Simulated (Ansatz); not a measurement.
# A hypothetical structure for SnH, part 2 of 2

Starting from a made-up structure for SnH, the aim is the relaxed cell, its shortest contacts and, where a second run follows, its electronic structure.

Ansatz 0.2.0; DFT, PBE, plane-wave PAW, files of the set soft_1, scalar-relativistic, no spin, cell and ions relaxed at zero pressure; PAW set soft_1 (the session's first sound run).

So far: Starting point; Relaxation of the guess.

### 2. Relaxation of the guess (continued)

Relaxation path:

| step | energy less that of the first step (eV) | largest force component (eV/Å) | pressure (GPa) | volume (Å³) |
| --- | --- | --- | --- | --- |
| 1 | 0.0000 | 0.0000 | 11.23 | 58.27 |
| 2 | -0.3172 | 0.0000 | 3.62 | 65.24 |
| 3 | -0.3884 | 0.0000 | 0.69 | 68.74 |
| 4 | -0.4020 | 0.0000 | -0.04 | 69.58 |
| 5 | -0.4037 | 0.0000 | -0.03 | 69.22 |
| 6 | -0.4040 | 0.0000 | 0.01 | 69.26 |
| 7* | -0.4111 | 0.0000 | 0.08 | 69.26 |
| 8 | -0.4111 | 0.0000 | 0.02 | 69.33 |
| 9* | -0.4112 | 0.0000 | 0.02 | 69.33 |

Relaxation steps marked * repeat the geometry before them on a plane-wave basis chosen anew for their cell, so energy and pressure can jump there.

The run keeps the 16 symmetry operations that it works with, so distortions that break them were not tested.

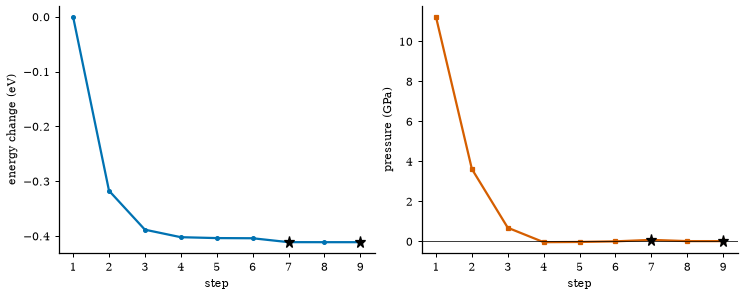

Energy and pressure along the relaxation. Stars mark steps on a basis chosen anew.

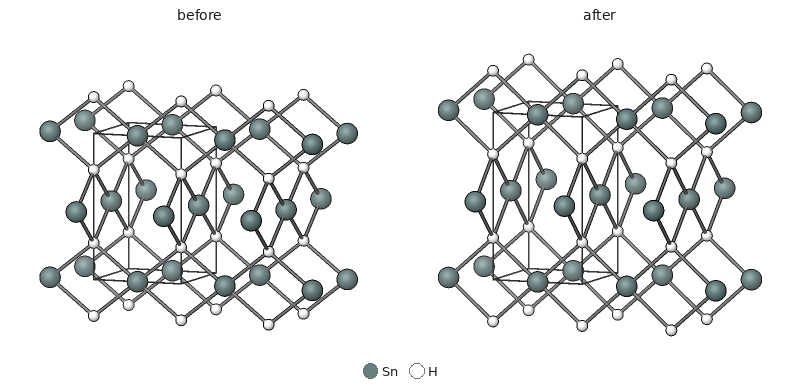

The structure before and after the relaxation, drawn at the same scale.

```csv
cell as run,before,after,change
a (Å),3.341,3.405,+1.9 %
b (Å),3.341,3.405,+1.9 %
c (Å),5.220,5.979,+14.5 %
volume (Å³/atom),14.57,17.33,+19.0 %
```

Final coordinates:

```xyz
4
Lattice="3.4052 0.0000 0.0000 0.0000 3.4052 0.0000 0.0000 0.0000 5.9786" Properties=species:S:1:pos:R:3 pbc="T T T"
Sn    1.7026    0.0000    2.9893
Sn    0.0000    1.7026    0.0000
H     0.0000    0.0000    1.4947
H     0.0000    0.0000    4.4840
```

Numbers from this step:

| Item | Value |
| --- | --- |
| free energy | -12078.5730 eV |
| energy at zero smearing | -12078.5684 eV |
| smearing term TS | 0.009126 eV |
| Fermi energy | 8.581 eV |
| electrons | 30 |
| symmetry operations | 16 |
| pressure | 0.01675 GPa |

Shortest distances by pair of elements, guess and relaxed (not always the same contact):

```csv
pair,guess (Å),relaxed (Å)
H–Sn,2.120,2.266
H–H,2.610,2.989
Sn–Sn,3.341,3.405
```

The relaxation ends with a pressure of 0.02 GPa.

### 3. Bands of the relaxed cell

With the geometry fixed, one more self-consistent run, with a narrower smearing and the mesh shown in its input, gives the bands, and its pressure, and its forces where symmetry allows any, show how far the geometry depends on these settings.

This step: DFT, PBE, plane-wave PAW, files of the set soft_1, scalar-relativistic, no spin, bands and density of states at the relaxed cell; PAW set soft_1 (Ansatz 0.2.0).

The input, input.yaml:

```yaml
crystal:
  lattice:
    - [3.4052189612, 0.0, 0.0]
    - [0.0, 3.4052189612, 0.0]
    - [0.0, 0.0, 5.9786224977]
  atoms:
    - { symbol: Sn, position: [0.5, 0.0, 0.5] }
    - { symbol: Sn, position: [0.0, 0.5, 0.0] }
    - { symbol: H, position: [0.0, 0.0, 0.25] }
    - { symbol: H, position: [0.0, 0.0, 0.75] }
kpoints:
  mp_grid: { grid: [10, 10, 6] }
  band_path:
    path:
      - [[0.0, 0.0, 0.0], [0.0, 0.5, 0.0], [0.5, 0.5, 0.0], [0.0, 0.0, 0.0], [0.0, 0.0, 0.5], [0.0, 0.5, 0.5], [0.5, 0.5, 0.5], [0.0, 0.0, 0.5]]
      - [[0.0, 0.5, 0.0], [0.0, 0.5, 0.5]]
      - [[0.5, 0.5, 0.0], [0.5, 0.5, 0.5]]
    npoints: 8
scf:
  occupations: { method: fermi_dirac, width: 0.03 }
  n_extra_bands: 8
hamiltonian:
  xc: pbe
  pseudopotentials: { kind: paw, azcp: { folder: soft_1 } }
output:
  forces: true
  stress: true
  write_bands: true
  dos: { projected: true }
  write_density: true
  write_potential: true
  elf: true
  volumetric_format: npy
```

Started as:

```
> ansatz run input.yaml --threads 4 --pin off --max-ram 8192MiB --backend cpu --events-out ev --progress --plain --runs-dir out
```

Numbers of over 12 decimals in the logs are rounded to 6 here.

Output:

```text
[...]
Crystal: 4 atoms, lattice volume = 69.325 Å³
Basis set: ecut = 420 eV, 1359 PW (Γ), exchange–correlation on 48×48×80 points (8 copies of the dense FFT grid, shifted against one another)
Bands: 23, of which v1, the nominal top of the filled ones, is band 15 counted from 1 (14 counted from 0)
Symmetry: 16 space group operations
[...]
k-points: 84 of 600
[...]
SCF iter   1: F=—  HF=-12078.942413 eV  |F-HF|=—  |Δ(HF+E_count)|=         —  Δρ=3.76e-2  dr2=1.18e0  ethr=3.10e-3  ⟨swp⟩=6.8  Hψ=10342  notcnv=0
[...]
SCF iter   8: F=-12078.540025 eV  HF=-12078.540025 eV  |F-HF|=4.37e-10  |Δ(HF+E_count)|=   8.77e-8  Δρ=2.40e-6  dr2=5.06e-9  ethr=3.33e-10  ⟨swp⟩=14.0  Hψ=14230  notcnv=0
SCF 1 converged in 8 iterations: F = -12078.540025 eV  dr2 = 5.06e-9
[...]
NSCF: frozen V_eff on 75 k-points
SCF converged after 8 iterations
Free energy (F): -12078.540025 eV
[...]
Internal energy: -12078.534959 eV  (E = F + TS)
E sigma→0 (E₀):  -12078.537492 eV
Entropy (-TS):   -0.005066 eV (-1.266 meV/atom)
Fermi energy:    8.670760 eV
[...]
--- Stress (GPa, compression-positive) ---
       -0.381115       0.000000       0.000000
        0.000000      -0.381115       0.000000
        0.000000       0.000000       0.456183
  P = ⅓ Tr σ = -0.1020 GPa (-1.020 kbar)
--- Band table (eV; the first three rows and the last of 84) ---
  k-point 0: bands = [... 11 lower, 1.3273, 1.9210, 9.5490, 11.1710, 11.1710, 12.7737, 12.9959, 14.1297, ... 4 higher]
  k-point 1: bands = [... 11 lower, 0.3278, 3.1233, 9.2218, 11.2938, 11.2938, 12.4729, 12.6223, 13.7534, ... 4 higher]
  k-point 2: bands = [... 11 lower, -0.7014, 4.7446, 8.1095, 11.6541, 11.6541, 11.9824, 12.2952, 12.9990, ... 4 higher]
  k-point 83: bands = [... 11 lower, 3.2540, 3.7062, 3.7062, 7.0792, 7.0792, 8.7359, 8.7359, 12.0942, ... 4 higher]
```

It took 1.5 s on 4 threads of Intel Xeon 6975P-C (Granite Rapids), shared host; peak memory 0.47 GiB; 5.1 s of CPU time.

In the SCF lines HF is the Harris–Foulkes energy and dr2 the Hartree energy of the density residual, in eV; the loop may stop once dr2 is under the threshold and the program's other checks hold. Hψ counts applications of the Hamiltonian.

Numbers from this step:

```
free energy             : -12078.5400 eV
energy at zero smearing : -12078.5375 eV
smearing term TS        : 0.005066 eV
Fermi energy            : 8.671 eV
pressure                : -0.1020 GPa
```

bands.tsv at the labelled points (eV, zero at the Fermi level; the bands that come nearest the Fermi level along the path):

```
point  band 12  band 13  band 14  band 15  band 16  band 17  band 18  band 19
    Γ    -7.34    -6.75     0.88     2.50     2.50     4.10     4.33     5.46
    X    -7.26    -4.90    -3.56    -2.46    -0.88     4.01     4.92     5.57
    M    -5.03    -5.03    -3.12    -2.62    -0.61     0.15     1.00     1.00
    Γ    -7.34    -6.75     0.88     2.50     2.50     4.10     4.33     5.46
    Z   -10.18    -2.20    -2.20     3.34     3.34     3.46     3.46     3.68
    R    -7.01    -6.90    -4.05     0.35     0.98     2.13     5.02     5.65
    A    -5.42    -4.96    -4.96    -1.59    -1.59     0.07     0.07     3.42
    Z   -10.18    -2.20    -2.20     3.34     3.34     3.46     3.46     3.68
    X    -7.26    -4.90    -3.56    -2.46    -0.88     4.01     4.92     5.57
    R    -7.01    -6.90    -4.05     0.35     0.98     2.13     5.02     5.65
    M    -5.03    -5.03    -3.12    -2.62    -0.61     0.15     1.00     1.00
    A    -5.42    -4.96    -4.96    -1.59    -1.59     0.07     0.07     3.42
```

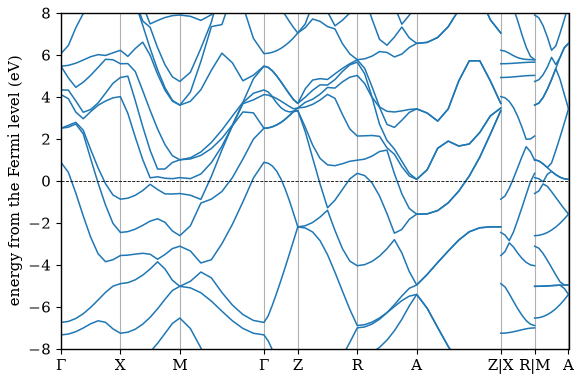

Bands along the path. 10 bands lie wholly below the window drawn.

Counts of states for the cell as run, both spins, by energy window (eV from the Fermi level):

| from | to | total |
| --- | --- | --- |
| -8 | -7 | 0.95 |
| -7 | -6 | 0.82 |
| -6 | -5 | 0.97 |
| -5 | -4 | 0.88 |
| -4 | -3 | 1.17 |
| -3 | -2 | 0.95 |
| -2 | -1 | 1.17 |
| -1 | 0 | 0.98 |
| 0 | 1 | 1.48 |
| 1 | 2 | 1.90 |
| 2 | 3 | 1.68 |
| 3 | 4 | 1.47 |
| 4 | 5 | 1.84 |
| 5 | 6 | 1.91 |

A further 22.1 states lie below the table's range.

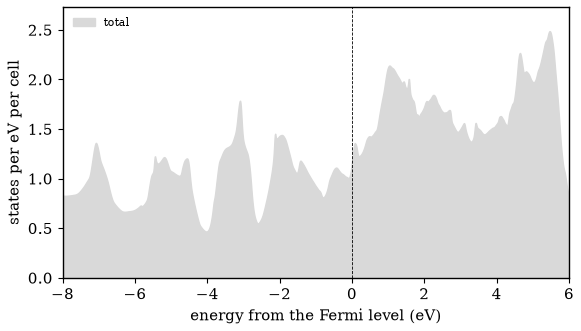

Total density of states, smoothed over about 0.04 eV.

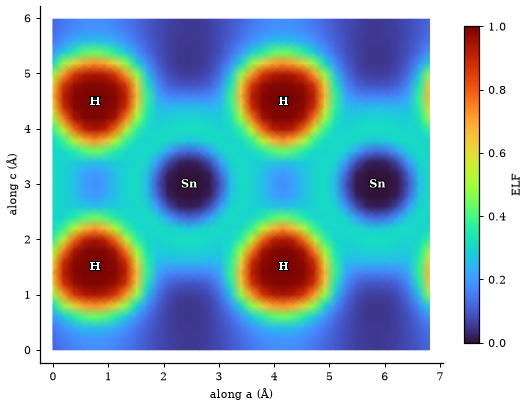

ELF in the ac plane at fractional y = 0.000, with atoms of Sn and H within 0.2 Å of it. It is the smooth field of the valence electrons, not physical close to the nuclei. The map starts off the cell's origin, so that atoms lie inside it.

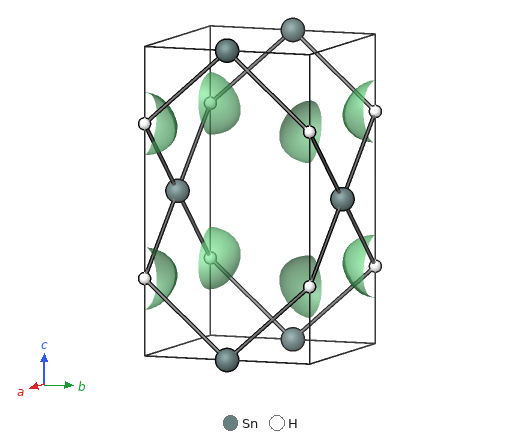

Surface of ELF = 0.85.

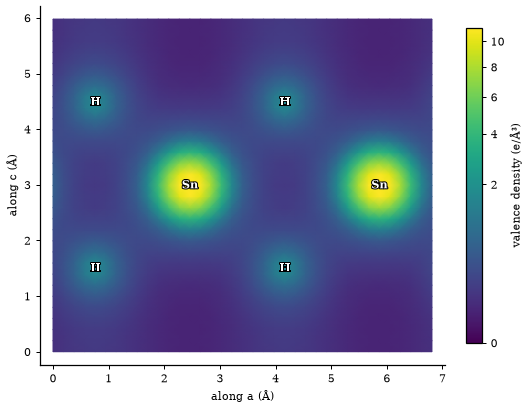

Valence density in the ac plane at fractional y = 0.000, with atoms of Sn and H within 0.2 Å of it. It is the smooth field of the valence electrons, not physical close to the nuclei. The map starts off the cell's origin, so that atoms lie inside it. The colour scale is stretched toward low values.

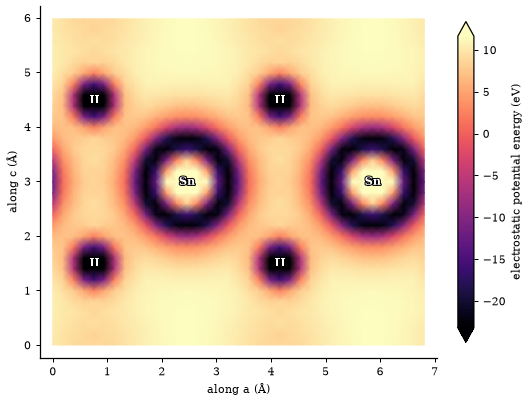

Electrostatic potential energy in the ac plane at fractional y = 0.000, with atoms of Sn and H within 0.2 Å of it. With pseudopotentials it is smooth inside the atoms' cores, unlike the true potential. The map starts off the cell's origin, so that atoms lie inside it.

### 4. Summary of results

```yaml
space_group_relaxed: P4_2/mmc
conventional_cell: a = 3.405, b = 3.405, c = 5.979 Å; α = 90.0°, β = 90.0°, γ = 90.0°
volume_per_atom: 17.33 Å³ (guess 14.57)
```

SnH relaxes to P4_2/mmc with a = 3.405, b = 3.405 and c = 5.979 Å. The guessed volume was 16 % too small. The space group P4_2/mmc was held in the relaxation, so the end point is a stationary structure within it and may be a saddle against distortions or other arrangements. Bands cross the Fermi level, so it is a metal or semimetal at this level. On the 10×10×6 mesh with the narrower smearing (relaxed on 8×8×5) the forces vanish, as symmetry may demand, and the largest stress component is 0.456 GPa, against the relaxation's thresholds of 0.015 eV/Å and 0.05 GPa. The cutoff wasn't tested. A vector of the cell changed its length by 15 %, more than the volume shows. No dispersion term is used, so weakly bound directions may come out too long. Nothing here tests whether the compound is stable against decomposition.

[Logs are printed without paths, hosts, clocks, repeated set-up lines and the standing remarks that a program may print on its own settings, such as how far it seeks lower states.]

[Hosts, paths, dates, database ids (printed as entryN), source tags and the programs' standing remarks are cut or masked in the printed files.]
